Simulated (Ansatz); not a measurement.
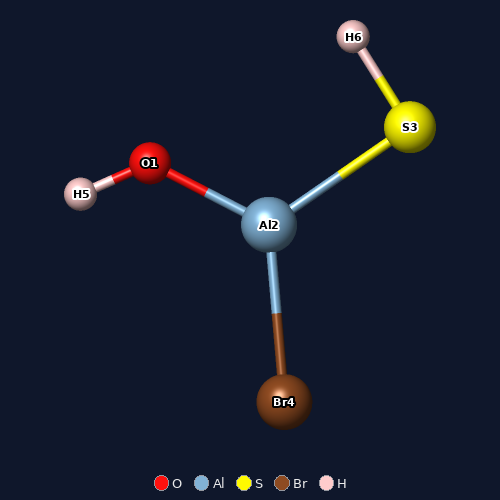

The system is AlBrH2OS, SMILES [OH][Al]([SH])[Br]; the picture shows the reference structure. Coordinates scanned: (1) dihedral O1–Al2–S3–H6; (2) dihedral H5–O1–Al2–S3. Nothing is relaxed (all other coordinates rigid). The grid has 9 × 9 points. Points are written as (first, second). Energies: kJ/mol, counted from the lowest grid point. These are results of RKS wB97X-V/def2-SVP (Ansatz), not measurements.

Its coordinates:

```xyz
6

O     0.2751    1.2633   -0.5398
Al   -0.3634   -0.2398   -0.0993
S     0.7933   -1.4794    1.2413
Br   -2.3437   -0.9725   -0.8562
H    -0.1031    1.9302   -1.1171
H     1.7838   -0.5658    1.3250
```

Range: dihedral O1–Al2–S3–H6 from −180 to 140°; dihedral H5–O1–Al2–S3 from −180 to 140°.

Question: What landscape does the calculation give?

Answer: The lowest grid point is at (−180°, −180°); the map holds 2 wells of about this depth. Higher local minima lie near (−180°, −20°) (5.2 kJ/mol above the lowest at that grid point); (20°, 20°) (10.6 kJ/mol above the lowest at that grid point). The highest grid point, (100°, −100°), lies 34.3 kJ/mol above the lowest. On the interpolated surface the easiest way out of the lowest well to the well at about (−180°, 0°) passes a barrier of about 10 kJ/mol. Round the minimum the valley is somewhat tilted: raising dihedral O1–Al2–S3–H6 shifts the best value of dihedral H5–O1–Al2–S3 upwards (coupling k₁₂/√(k₁₁k₂₂) about −0.2).

```tsv
dihedral H5–O1–Al2–S3 ↓, dihedral O1–Al2–S3–H6 →	−180	−140	−100	−60	−20	20	60	100	140
140	3.8	13.9	25.4	19.7	6.0	6.7	20.5	24.1	11.3
100	9.7	20.3	34.3	29.2	14.0	13.3	27.8	32.8	19.2
60	9.4	17.8	32.3	29.9	15.9	13.4	25.8	31.5	19.8
20	5.2	12.1	24.2	22.8	12.1	10.6	20.5	24.0	13.7
−20	5.2	13.6	24.0	20.5	10.6	12.1	22.8	24.2	12.1
−60	9.4	19.7	31.5	25.8	13.4	15.9	29.8	32.3	17.8
−100	9.7	19.2	32.8	27.8	13.3	14.0	29.2	34.3	20.3
−140	3.8	11.3	24.1	20.6	6.7	6.0	19.7	25.4	13.9
−180	0.0	7.8	18.7	14.6	1.9	1.9	14.6	18.7	7.8
```

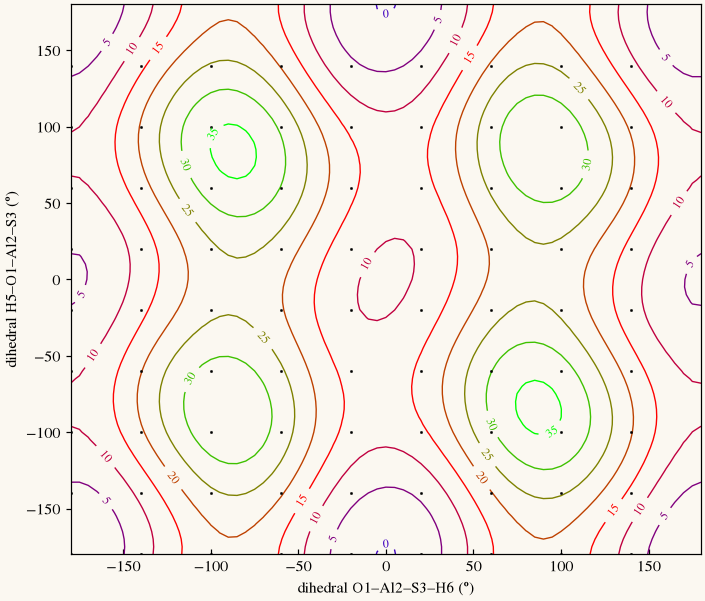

The picture shows contour lines labelled in kJ/mol (none above 35), dots at the grid points. Between grid points the surface is interpolated.

The whole map (81 points run) took 8.6 min on 1 thread of AMD EPYC 9R45 96-Core Processor (Zen 5), on a shared host.
